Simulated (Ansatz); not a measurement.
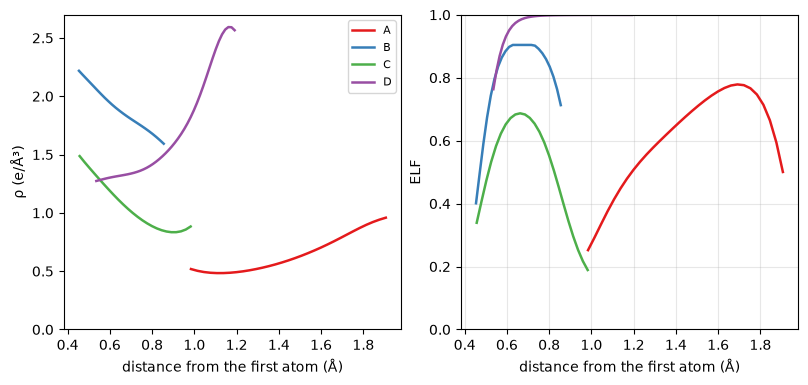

CHBGa (SMILES [BH-]1=[C][Ga+]1) (doublet). Electron density and electron localisation function along straight lines between neighbouring atoms. The curves leave out the atomic cores.

Geometry: r2SCAN-D4/def2-SVP.

All numbers below come from isolated molecule in a Gaussian basis; Kohn-Sham density functional theory, functional PBE0 (Ansatz 0.2.0).

Which curve belongs to which contact (B–H, C–B, C–Ga and Ga–B)? The first atom named is at distance zero.

Answer. Curve A: Ga–B (2.46 Å): ρ at the midpoint is about 0.5 e/Å³; the ELF peaks at about 0.80 in the valence shell of B, 0.8 Å from its nucleus, and is about 0.55 at the midpoint. Curve B: C–B (1.40 Å): the density is about 1.8 e/Å³ at the midpoint; the ELF peaks at about 0.90 between the atoms: a covalent bond. Curve C: C–Ga (1.83 Å): ρ is about 0.83 e/Å³ halfway; the ELF peaks at about 0.70 in the valence shell of C, 0.7 Å from its nucleus, and is about 0.30 at the midpoint. Curve D: B–H (1.19 Å): ρ is about 1.3 e/Å³ halfway; the ELF climbs to about 1 towards the hydrogen, as it does in any bond to H: an ordinary covalent bond to hydrogen.
